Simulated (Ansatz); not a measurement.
Ge$_{9}$H$_{16}$N (doublet)

```xyz
26

Ge   -0.0635   -3.1109   -0.2627
Ge    0.1170   -0.0011   -2.7696
Ge   -2.7105   -0.1184    0.0317
Ge    0.3076    0.0188    2.6142
Ge   -0.0941    2.8474   -0.0364
Ge    2.6482    0.0891    0.2871
Ge   -1.3442   -1.4479   -1.4750
N     1.4099   -0.8009    1.3568
Ge    1.4163    1.4362   -1.3096
Ge   -1.3311    1.3331    1.4029
H    -0.1678   -4.4981   -0.9520
H    -0.5574   -3.2663    1.1936
H     1.0661   -0.8559   -3.6339
H    -0.7250    0.8748   -3.7210
H    -3.5469   -1.0478    0.9330
H    -3.6886    0.7503   -0.7875
H    -0.3263   -1.1306    3.4194
H     1.1229    0.9141    3.5812
H    -1.0380    3.6398   -0.9620
H     0.7054    3.8546    0.8146
H     3.4823   -1.0162   -0.3866
H     3.5905    0.9753    1.1400
H    -2.2784   -2.1678   -2.4783
H     1.7988   -1.6732    1.7187
H     2.4108    2.2879   -2.1282
H    -2.2041    2.1137    2.4096
```

Geometry: r2SCAN-D4/def2-SVP.

Method: Ansatz, UKS PBE0-D4/def2-TZVP.

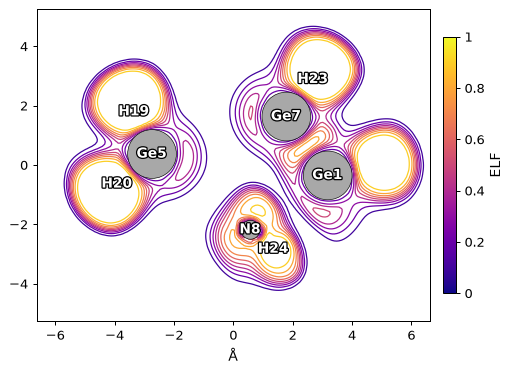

Figure 1. ELF on the plane of atoms H19, Ge5 and H20. Grey discs cover the atomic cores.

Question: Interpret the plot.

Answer: Atoms in the plane: Ge, N and H. Ge–Ge (2.42 Å): the ELF peaks at about 0.85 between the atoms, as expected for localised, covalent bonding. N–H (1.02 Å): the ELF climbs to about 1 towards the hydrogen, as it does in any bond to H: a covalent bond by its length. Ge–H (1.54 Å): the ELF climbs to about 1 towards the hydrogen.

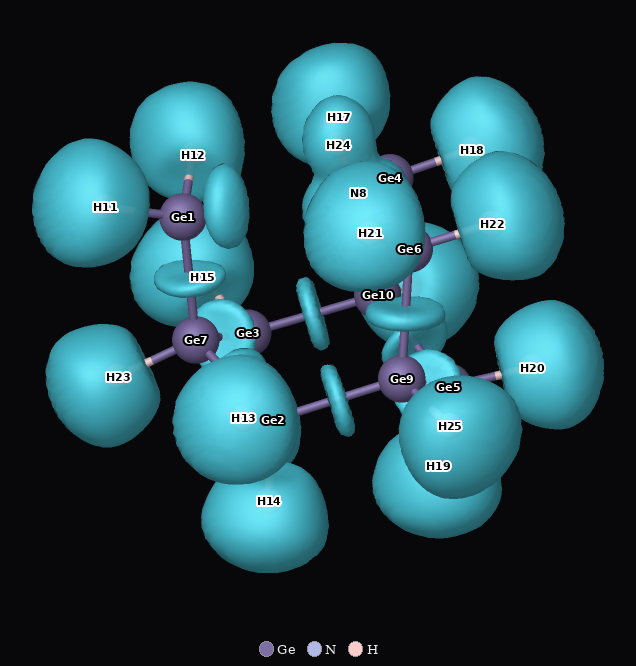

Figure 2. Isosurface of the ELF at 0.75 (cyan), seen across its widest extent. Core shells and regions of very low density are left out.

Question: What do the ELF domains correspond to?

Answer: At this value the surface marks out nine regions between bonded Ge–Ge atoms (shared pairs), 15 regions around hydrogen nuclei, one lobe on Ge, pointing away from the bonds (non-bonding electrons) and one joined region spread over several atoms (H, N), in which their bonds and any lone pairs are merged. Along the contacts the grid gives the following. Ge–N (1.86 Å): the ELF peaks at about 0.85 in the valence shell of N, 0.7 Å from its nucleus, and is about 0.50 at the midpoint.

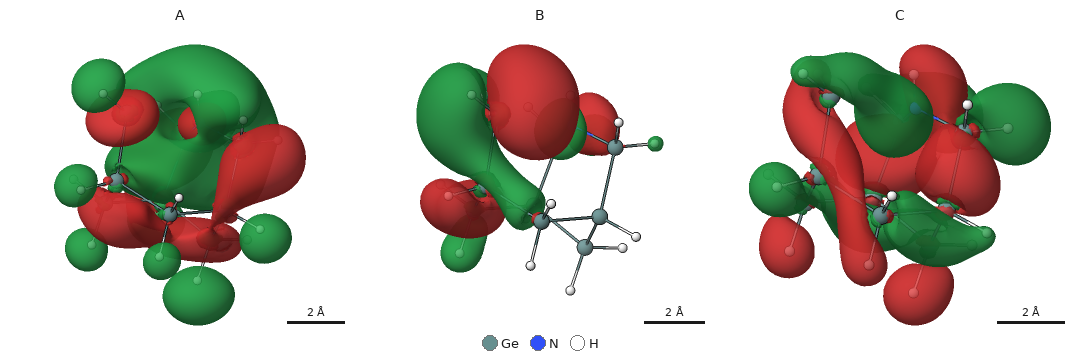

Figure 3. Three frontier orbitals at ±0.04 Å⁻³ᐟ² (green and red are the two phases), in no order.

Question: Order the three orbitals by energy and name them. All are α orbitals.

Answer: C is the HOMO−1 (α) (−7.11 eV). Its weight (Hirshfeld) is mainly on N8 (about 30 %), Ge6 (about 10 %), Ge4 (about 10 %), Ge9 (about 10 %) and Ge10 (about 5 %). B is the HOMO (α) (−5.79 eV). By Hirshfeld shares it lies mainly on Ge1 (about 65 %), Ge7 (about 10 %) and N8 (about 5 %). A is the LUMO (α) (−0.80 eV). It lies mainly on Ge4 (about 15 %), Ge6 (about 15 %), Ge10 (about 10 %), Ge9 (about 10 %) and Ge5 (about 5 %).

Question: What is the gap between the highest occupied and lowest empty α orbitals?

Answer: 4.99 eV between the orbital energies.

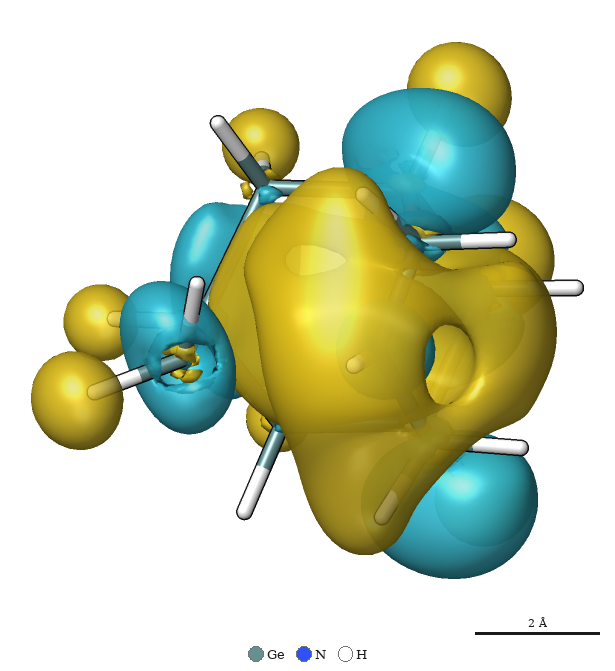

Figure 4. The LUMO (α) at ±0.05 Å⁻³ᐟ² (yellow and cyan are the two phases), seen from one side.

Question: What is the character of this orbital?

Answer: It lies mainly on Ge4 (about 15 %), Ge6 (about 15 %), Ge10 (about 10 %), Ge9 (about 10 %) and Ge5 (about 5 %). Its energy is −0.80 eV.
